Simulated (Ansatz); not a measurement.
Process, species as SMILES: CN (CH3-NH2) + [H][H] (H2) → C (CH4) + N (NH3)
B3LYP-D3(BJ)/def2-TZVP geometries, fixed; electronic energies without zero-point terms.

Basis-set convergence of the energy of full hydrogenation at PBE with Ansatz (a quantum-chemistry and plane-wave program). Cartesian d functions, on some or all atoms, in 6-31G*; all else is spherical. The program fits the integrals of some runs and decomposes those of others, by size. No added dispersion term, no relativity. Functions are those of the species that has most. Reference: the value in aug-pcseg-3, -26.40 kcal/mol, itself unsure by roughly 0.02 kcal/mol (its mean distance from aug-cc-pVQZ, def2-QZVPPD, pcseg-3). Deviations are taken from unrounded values.

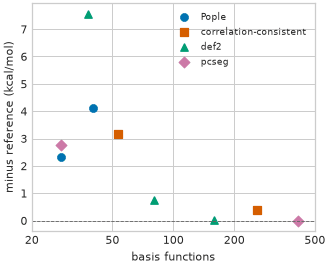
Deviation from the reference against the number of basis functions, by family of sets.

```
basis        functions  energy of full hydrogenation (kcal/mol)  minus reference (kcal/mol)
-----------  ---------  ---------------------------------------  --------------------------
6-31G               28                                   -24.09                        2.31
pcseg-0             28                                   -23.62                        2.78
def2-SV(P)          38                                   -18.84                        7.56
6-31G*              40                                   -22.29                        4.11
cc-pVDZ             53                                   -23.25                        3.15
def2-SVPD           80                                   -25.65                        0.75
def2-TZVPPD        159                                   -26.40                        0.01
cc-pVQZ            260                                   -26.01                        0.39
aug-pcseg-3        415                                   -26.40                        0.00
```
